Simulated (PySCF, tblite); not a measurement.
# C5H8OSi: dynamics, then NMR shifts on frames, part 1 of 2

Aim: move C5H8OSi (`[SiH3]Cc1ccoc1`) away from its starting geometry and see how NMR shifts follow the geometry.

Computed with tblite 0.8.0 and PySCF 2.14.0, with density-fitted response routines of our own, on a single molecule in the gas phase. Atoms count from 0, in the outputs and in this text.

## 1. The starting structure

15 atoms, charge 0, multiplicity 1; geometry from: GFN2-xTB.

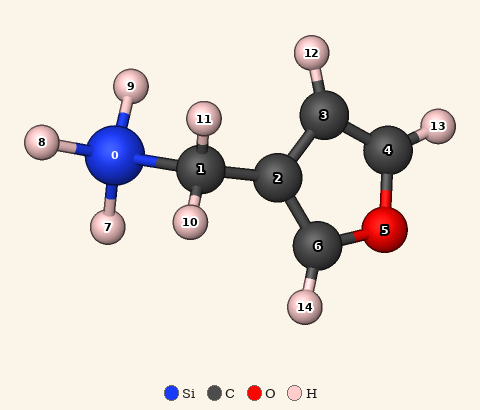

The starting geometry (silicon blue, carbon dark grey, oxygen red, hydrogen pink), atoms numbered; sticks join atoms by distance.

## 2. Thermal motion with GFN2-xTB

Job settings and geometry (Å):

```
{"job": {"kind": "md", "xc": "GFN2-xTB", "basis": "xTB", "temperature": 300, "steps": 2000, "every": 50, "frames": 5}, "charge": 0, "multiplicity": 1}
Si    -2.166082     0.668652     0.199482
C     -0.977615    -0.822296     0.318881
C      0.402955    -0.435006    -0.063377
C      1.351524     0.244903     0.751099
C      2.458333     0.419044    -0.016863
O      2.271521    -0.093442    -1.243265
C      1.024435    -0.606522    -1.264437
H     -2.238314     1.105687    -1.195210
H     -3.487333     0.247236     0.670474
H     -1.663210     1.757220     1.038118
H     -1.326106    -1.622114    -0.335116
H     -0.975687    -1.210892     1.338123
H      1.215853     0.549083     1.768861
H      3.407304     0.874042     0.186727
H      0.698009    -1.067605    -2.175408
```

Level: GFN2-xTB Langevin dynamics, gas phase.

Run with:

```
$ OMP_NUM_THREADS=1 python probes_run.py task.json out
```

This one command runs all jobs of the session in turn.

Standard output:

```text
t/fs     T/K      E/eV
    0.0   239.3   -559.55224
   25.0    92.5   -559.25257
   50.0   219.7   -559.26406
   75.0   205.8   -559.22518
  100.0   224.2   -559.18726
  125.0   212.9   -559.16125
  150.0   281.2   -559.20081
  175.0   236.0   -559.09639
  200.0   178.1   -558.98698
  225.0   235.7   -559.13664
  250.0   237.2   -559.09206
  275.0   192.6   -559.19095
  300.0   228.2   -559.21486
  325.0   225.2   -559.18517
  350.0   269.8   -559.12121
  375.0   251.4   -559.19542
  400.0   324.8   -559.17393
  425.0   332.1   -559.26569
  450.0   251.3   -559.13319
  475.0   281.1   -559.14501
  500.0   252.5   -559.16722
  525.0   275.7   -558.93342
  550.0   291.7   -558.92658
  575.0   267.2   -558.84563
  600.0   407.7   -558.97705
  625.0   433.1   -559.03829
  650.0   290.2   -558.77836
  675.0   328.7   -558.97294
  700.0   321.5   -558.94747
  725.0   281.8   -558.96527
  750.0   449.4   -559.09192
  775.0   337.3   -558.98901
  800.0   239.1   -558.92301
  825.0   231.2   -558.93369
  850.0   283.7   -558.96636
  875.0   251.8   -559.08897
  900.0   222.6   -559.08001
  925.0   225.2   -559.08863
  950.0   314.6   -559.20510
  975.0   297.0   -559.07828
 1000.0   236.9   -559.04508
```

It took 11 s on 1 thread of AMD EPYC 9B14, shared host; peak memory 0.18 GiB.

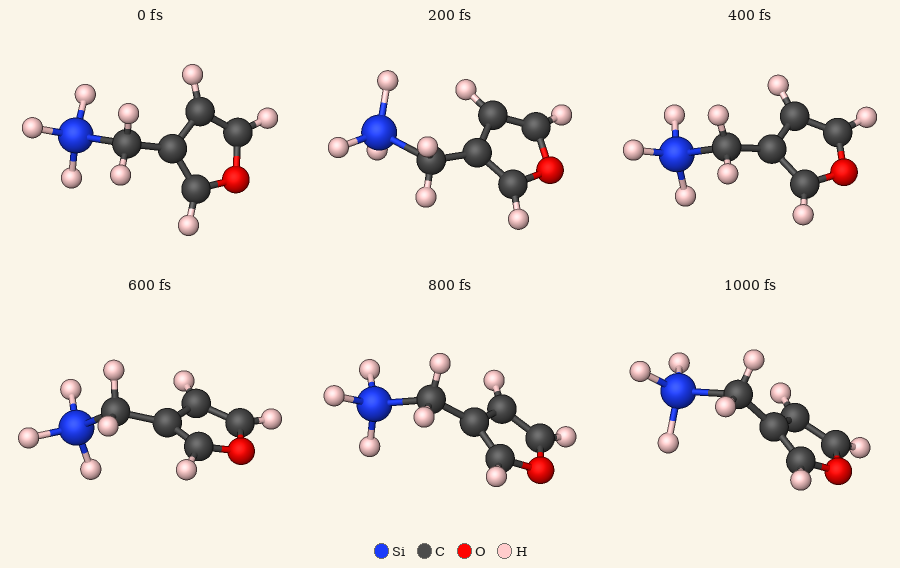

Frames of the run.

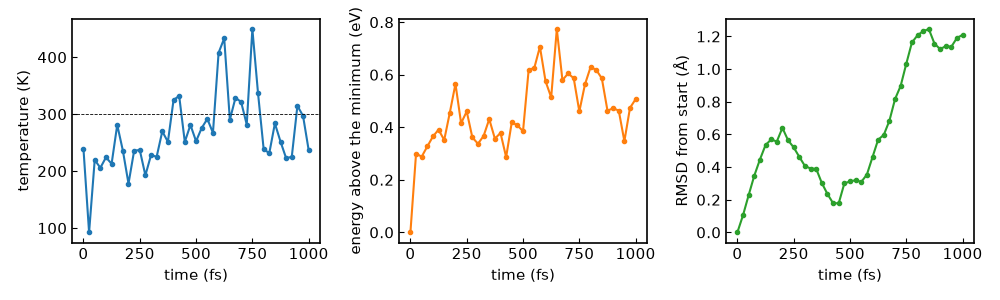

Temperature, potential energy and distance from the start.

Positions (Å) and forces (eV/Å) at 1000 fs:

```xyz
15

Si   -2.234    0.859    1.105    0.395    0.670   -0.736
C    -0.739   -0.363    1.258   -0.802    0.688   -0.848
C     0.302   -0.202    0.155   -0.603   -0.614    1.193
C     1.119    0.960    0.002    0.463   -0.180    0.047
C     2.197    0.521   -0.755   -1.541    1.713    0.666
O     2.023   -0.725   -1.143   -0.085   -0.933   -0.362
C     0.863   -1.210   -0.595    1.049    1.977    0.319
H    -1.924    2.312    1.457   -0.092   -0.919   -0.269
H    -2.597    0.665   -0.348    0.069    0.300    0.649
H    -3.393    0.471    1.905    0.076   -0.094    0.125
H    -1.285   -1.311    1.235    0.651   -0.279   -0.221
H    -0.251   -0.285    2.221    0.163    0.028    0.087
H     0.912    1.967    0.435    0.417   -1.316   -0.495
H     3.003    1.134   -1.104    0.239   -0.356   -0.183
H     0.664   -2.212   -0.830   -0.399   -0.686    0.029
```

## 3. Nuclear shieldings: 250 fs, PBE0/pcSseg-1

Job settings and geometry (Å):

```
{"job": {"kind": "nmr", "xc": "PBE0", "basis": "pcSseg-1", "pop": false}, "charge": 0, "multiplicity": 1}
Si    -2.471700     0.560500    -0.016800
C     -1.269800    -0.927800    -0.247800
C      0.136900    -0.435500    -0.291600
C      0.681400     0.634300     0.481100
C      1.953200     0.811100     0.159800
O      2.255700    -0.013700    -0.899400
C      1.136900    -0.765800    -1.142500
H     -2.260100     1.629400    -0.967000
H     -3.825900     0.015500    -0.203000
H     -2.193100     1.059100     1.276100
H     -1.485700    -1.561900    -1.138100
H     -1.304700    -1.570800     0.696500
H      0.321300     1.138700     1.383300
H      2.670300     1.591000     0.355200
H      1.357600    -1.437400    -1.909900
```

Level: GIAO PBE0/pcSseg-1 NMR shielding, non-relativistic, gas phase.

Standard output:

```text
coarse grid: 13104 points
cycle   1  E = -559.4347988107  dE =  1.085e+00  |g| = 4.517e-01  |ddm| = 3.607e+00
cycle   2  E = -559.4143580843  dE =  2.044e-02  |g| = 5.771e-01  |ddm| = 9.134e-01
cycle   3  E = -559.4791707752  dE = -6.481e-02  |g| = 8.818e-02  |ddm| = 4.867e-01
cycle   4  E = -559.4802406119  dE = -1.070e-03  |g| = 4.139e-02  |ddm| = 8.290e-02
cycle   5  E = -559.4805850590  dE = -3.444e-04  |g| = 1.404e-02  |ddm| = 4.821e-02
cycle   6  E = -559.4806309245  dE = -4.587e-05  |g| = 3.975e-03  |ddm| = 1.678e-02
cycle   7  E = -559.4806346677  dE = -3.743e-06  |g| = 3.794e-04  |ddm| = 3.653e-03
final grid: 122152 points
cycle   8  E = -559.5320967812  dE = -1.635e-05  |g| = 1.156e-02  |ddm| = 3.072e-02
cycle   9  E = -559.5320446940  dE =  5.209e-05  |g| = 2.021e-02  |ddm| = 2.224e-02
cycle  10  E = -559.5321214600  dE = -7.677e-05  |g| = 2.215e-03  |ddm| = 1.529e-02
cycle  11  E = -559.5321226470  dE = -1.187e-06  |g| = 2.854e-04  |ddm| = 2.284e-03
cycle  12  E = -559.5321226607  dE = -1.371e-08  |g| = 1.407e-04  |ddm| = 3.530e-04
cycle  13  E = -559.5321226656  dE = -4.848e-09  |g| = 1.890e-05  |ddm| = 1.580e-04
cycle  14  E = -559.5321226656  dE = -7.117e-11  |g| = 8.080e-06  |ddm| = 2.786e-05
converged SCF energy = -559.5321226656

GIAO shielding tensors (ppm)
atom      isotropic    diamagn.    paramagn.     s11        s22        s33       span
  0 Si     421.359     878.699    -457.340    382.606    415.587    465.883     83.278
  1 C      174.200     248.258     -74.058    162.680    174.616    185.304     22.624
  2 C       62.913     259.645    -196.732    -12.687     51.364    150.062    162.750
  3 C       73.487     254.315    -180.828    -17.746     79.203    159.005    176.751
  4 C       34.772     256.224    -221.451    -47.667     47.031    104.953    152.619
  5 O       10.889     399.718    -388.829   -115.199    -69.581    217.447    332.645
  6 C       41.641     250.146    -208.505    -25.188     42.660    107.452    132.640
  7 H       28.220      28.817      -0.597     25.091     26.785     32.783      7.692
  8 H       27.507      27.752      -0.245     23.853     25.250     33.417      9.564
  9 H       28.065      30.010      -1.945     24.207     27.204     32.784      8.577
 10 H       28.751      29.219      -0.467     23.383     28.135     34.736     11.353
 11 H       28.079      28.124      -0.044     23.919     26.094     34.224     10.304
 12 H       24.966      32.480      -7.514     21.922     25.187     27.789      5.867
 13 H       24.056      30.643      -6.587     21.535     25.219     25.415      3.879
 14 H       24.800      32.885      -8.085     21.524     25.391     27.484      5.960
```

Run time: 19 s. Hardware: 1 thread of AMD EPYC 9B14, shared host; peak memory 0.75 GiB.

Shifts follow as δ = σ(reference) − σ, with reference shieldings (ppm) from runs at the same level and on the same kind of geometry: 1H TMS 31.72, 13C TMS 186.9, 29Si TMS 349.2, 17O H2O 336.1. The references are single molecules in the gas phase, so shifts against H2O, NH3, PH3, H3PO4 or CFCl3 are not on the usual liquid scales and can be off by tens of ppm. Each atom is listed at this fixed geometry, with no averaging over motion; a spectrum would average atoms that exchange fast.

```
atoms                                               environment  σ (ppm)  δ (ppm)
   C4                       aromatic CH next to the ring oxygen     34.8    152.2
   C6                       aromatic CH next to the ring oxygen     41.6    145.3
   C2                               substituted aromatic carbon     62.9    124.0
   C3                                               aromatic CH     73.5    113.4
   C1                 sp3 CH2 bonded to Si, on an aromatic ring    174.2     12.7
  H13        hydrogen on an aromatic CH next to the ring oxygen    24.06     7.66
  H14        hydrogen on an aromatic CH next to the ring oxygen    24.80     6.92
  H12                                hydrogen on an aromatic CH    24.97     6.75
   H8                         hydrogen on a silicon bonded to C    27.51     4.21
   H9                         hydrogen on a silicon bonded to C    28.07     3.65
  H11  hydrogen on an sp3 CH2 bonded to Si, on an aromatic ring    28.08     3.64
   H7                         hydrogen on a silicon bonded to C    28.22     3.50
  H10  hydrogen on an sp3 CH2 bonded to Si, on an aromatic ring    28.75     2.97
  Si0                                  silicon bonded to C, 3 H    421.4    -72.2
   O5                                      aromatic ring oxygen     10.9    325.2
```

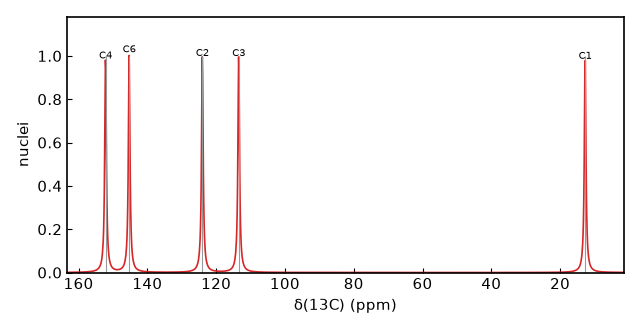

13C lines at the computed shifts, without couplings. Lines are broadened to a width of 0.56 ppm (Lorentzian).

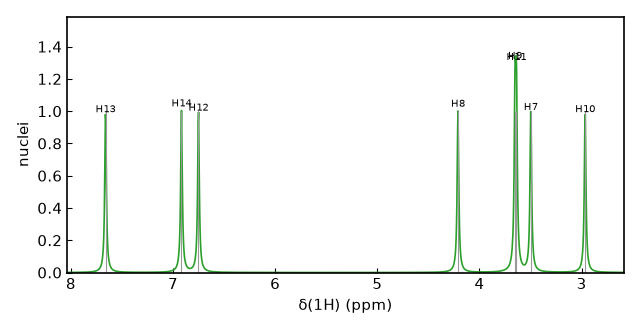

1H lines at the computed shifts, without couplings. Lines are broadened to a width of 0.02 ppm (Lorentzian).

Ring of atoms C2, C3, C4, O5, C6: NICS(0) -11.9, NICS(1) -10.0, NICS(1)zz -25.1 ppm (means of both faces).

The fields below are evaluated on a grid from the run's orbitals.

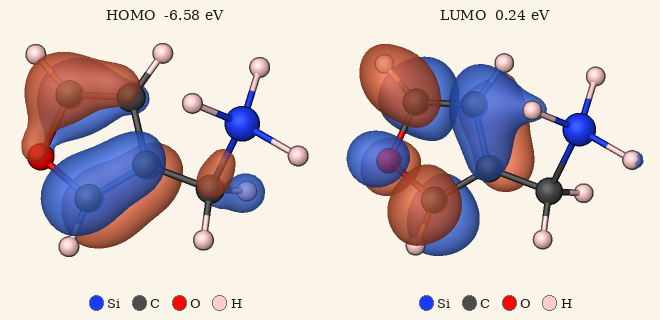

Frontier orbitals at PBE0/pcSseg-1; each surface holds 70 % of the orbital's density, blue and red mark the sign.

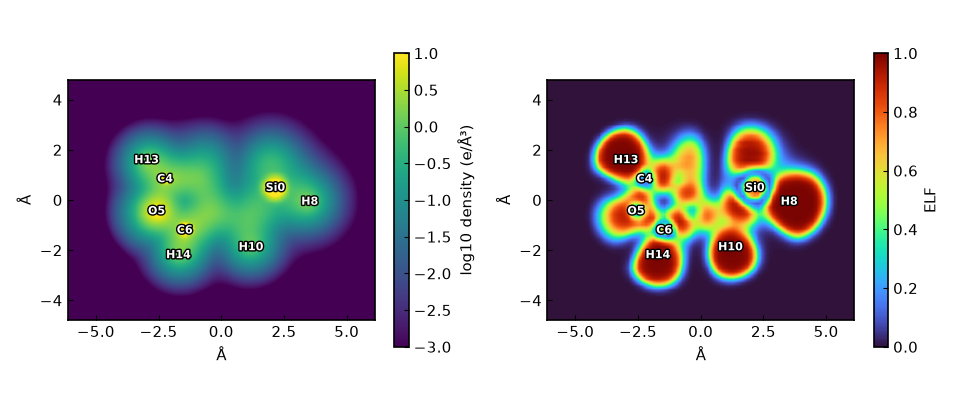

Density (left) and ELF (right) in a plane through or near 8 of the atoms.

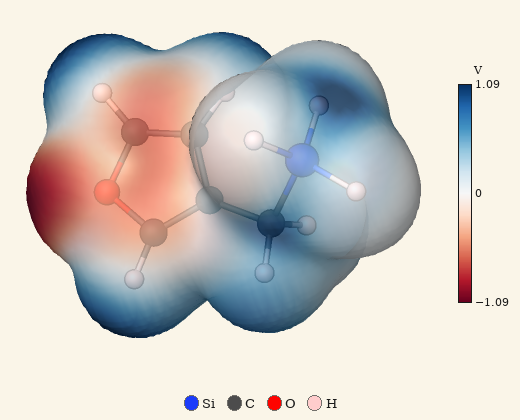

The potential that a unit positive charge feels on the 0.002 e/bohr³ surface, from -1.02 V near O5 to 1.09 V near H13.

## 4. Nuclear shieldings: 425 fs, PBE0/pcSseg-1

Job settings and geometry (Å):

```
{"job": {"kind": "nmr", "xc": "PBE0", "basis": "pcSseg-1", "pop": false}, "charge": 0, "multiplicity": 1}
Si    -2.460800     0.673300    -0.264400
C     -1.353200    -0.757200     0.412800
C      0.119500    -0.465800     0.111600
C      0.962700     0.588900     0.623700
C      2.181500     0.374400     0.110900
O      2.164300    -0.664900    -0.769600
C      0.916300    -1.141100    -0.760000
H     -2.421500     0.603400    -1.707300
H     -3.886200     0.533000     0.086500
H     -1.985700     1.970800     0.294000
H     -1.610900    -1.732700    -0.105400
H     -1.612100    -0.861800     1.429600
H      0.630900     1.315900     1.275400
H      3.066500     0.954800     0.244200
H      0.631800    -2.001900    -1.337900
```

Method: GIAO PBE0/pcSseg-1 NMR shielding, non-relativistic, gas phase.

Standard output:

```text
coarse grid: 13104 points
cycle   1  E = -559.4453837089  dE =  1.063e+00  |g| = 4.341e-01  |ddm| = 3.606e+00
cycle   2  E = -559.4344744808  dE =  1.091e-02  |g| = 5.082e-01  |ddm| = 8.057e-01
cycle   3  E = -559.4870464917  dE = -5.257e-02  |g| = 7.214e-02  |ddm| = 4.198e-01
cycle   4  E = -559.4879276165  dE = -8.811e-04  |g| = 2.569e-02  |ddm| = 6.100e-02
cycle   5  E = -559.4880658272  dE = -1.382e-04  |g| = 6.663e-03  |ddm| = 2.603e-02
cycle   6  E = -559.4880711913  dE = -5.364e-06  |g| = 4.646e-03  |ddm| = 1.037e-02
cycle   7  E = -559.4880764073  dE = -5.216e-06  |g| = 4.671e-04  |ddm| = 4.314e-03
final grid: 122152 points
cycle   8  E = -559.5396555667  dE = -2.300e-05  |g| = 1.013e-02  |ddm| = 3.004e-02
cycle   9  E = -559.5396249058  dE =  3.066e-05  |g| = 1.633e-02  |ddm| = 1.801e-02
cycle  10  E = -559.5396745212  dE = -4.962e-05  |g| = 2.186e-03  |ddm| = 1.220e-02
cycle  11  E = -559.5396756531  dE = -1.132e-06  |g| = 2.776e-04  |ddm| = 2.072e-03
cycle  12  E = -559.5396756661  dE = -1.302e-08  |g| = 1.324e-04  |ddm| = 3.269e-04
cycle  13  E = -559.5396756705  dE = -4.364e-09  |g| = 1.745e-05  |ddm| = 1.404e-04
cycle  14  E = -559.5396756706  dE = -6.116e-11  |g| = 6.974e-06  |ddm| = 2.215e-05
converged SCF energy = -559.5396756706

GIAO shielding tensors (ppm)
atom      isotropic    diamagn.    paramagn.     s11        s22        s33       span
  0 Si     416.678     878.717    -462.039    385.716    396.736    467.581     81.865
  1 C      176.162     247.865     -71.703    161.668    170.049    196.769     35.101
  2 C       54.110     260.326    -206.215    -31.772     47.578    146.526    178.298
  3 C       68.539     251.943    -183.404    -22.406     64.922    163.099    185.505
  4 C       40.360     255.339    -214.978    -36.100     51.666    105.515    141.615
  5 O       48.870     397.786    -348.916    -90.649    -14.054    251.313    341.962
  6 C       42.048     254.718    -212.670    -40.071     62.898    103.316    143.388
  7 H       28.085      29.157      -1.072     24.552     26.710     32.992      8.440
  8 H       27.483      28.053      -0.571     24.420     24.816     33.212      8.792
  9 H       27.380      28.854      -1.474     23.414     26.913     31.812      8.398
 10 H       28.727      29.038      -0.311     23.515     27.939     34.727     11.211
 11 H       30.359      30.455      -0.097     26.094     27.896     37.085     10.991
 12 H       25.702      34.931      -9.229     23.940     24.304     28.862      4.922
 13 H       24.304      30.473      -6.169     21.565     24.927     26.420      4.855
 14 H       24.222      32.333      -8.111     21.398     23.889     27.379      5.981
```

Run time: 13 s. Hardware: 1 thread of AMD EPYC 9B14, shared host; peak memory 0.77 GiB.

Key values: δ C4 146.6, C6 144.9, C2 132.8, C3 118.4, H14 7.49, H13 7.41 ppm.

(Continued in part 2 of 2.)
